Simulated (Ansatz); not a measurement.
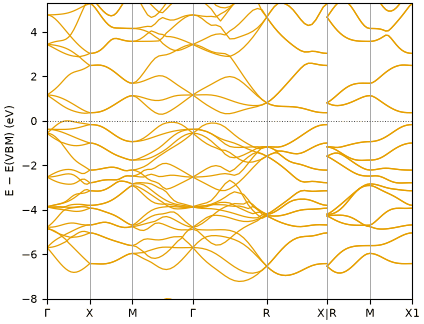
Figure: Band structure from r²SCAN (plane waves, PAW; program Ansatz)

The gap is 0.29 eV; an edge lies off the plotted path or next to a special point (maximum on the Γ–X line, 47 % of the way from Γ, minimum off the standard path).

The material is SiRu in space group P2_13 (No. 198; Ru on 4a, Si on 4a).

The cell was relaxed with r²SCAN under the symmetry of its start. No spin polarisation was allowed. Spin–orbit coupling is left out wherever it is not named.

Potentials: the later of the program's two PAW sets.
